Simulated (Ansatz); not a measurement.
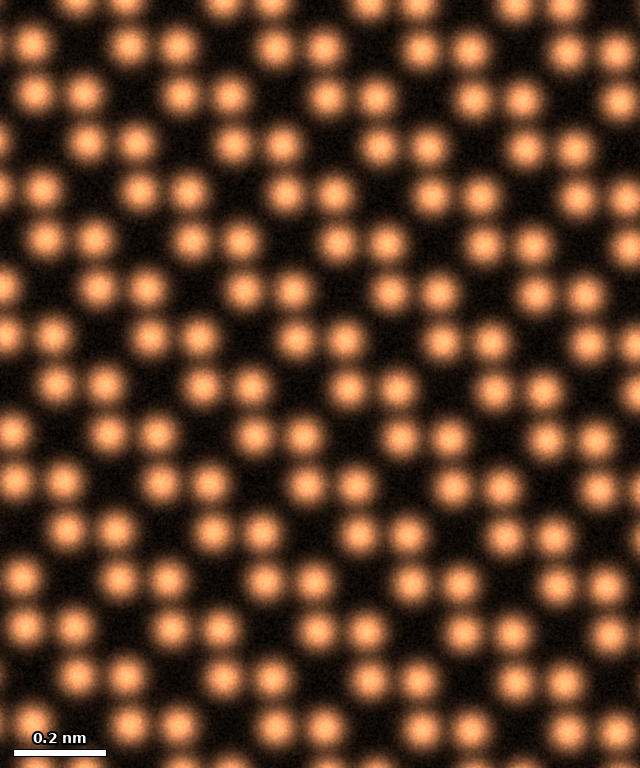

Z-contrast image of Co (P6_3/mmc, No. 194). Simulation: incoherent imaging, intensity Z^1.7 per atom, probe width 0.56 Å, thin sample. The display is stretched by a gamma of 0.65; percentages refer to the linear signal. Shot noise was added. Atomic positions: coordinates from a relaxation at fixed volume with DFT r2SCAN, scalar-relativistic, plane waves, PAW (Ansatz 0.2.0).

```cif
data_structure
_symmetry_space_group_name_H-M 'P 1'
_symmetry_Int_Tables_number 1
_cell_length_a 2.4926
_cell_length_b 2.4926
_cell_length_c 4.0468
_cell_angle_alpha 90.000
_cell_angle_beta 90.000
_cell_angle_gamma 120.000
_cell_volume 21.77
loop_
_atom_site_label
_atom_site_type_symbol
_atom_site_fract_x
_atom_site_fract_y
_atom_site_fract_z
_atom_site_occupancy
Co1 Co 0.33333 0.66667 0.75000 1
Co2 Co 0.66667 0.33333 0.25000 1
```

**Along which zone axis is the crystal seen: [311], [201], [101] or [102]? (Directions equivalent by symmetry count as one.)**

[201]. The projected cells are 1.48 × 1.91 Å, 92° for [311]; 1.57 × 2.30 Å, 110° for [201]; 2.12 × 2.41 Å, 116° for [101]; 1.19 × 2.16 Å, 90° for [102], and the image repeats as the [201] one does.
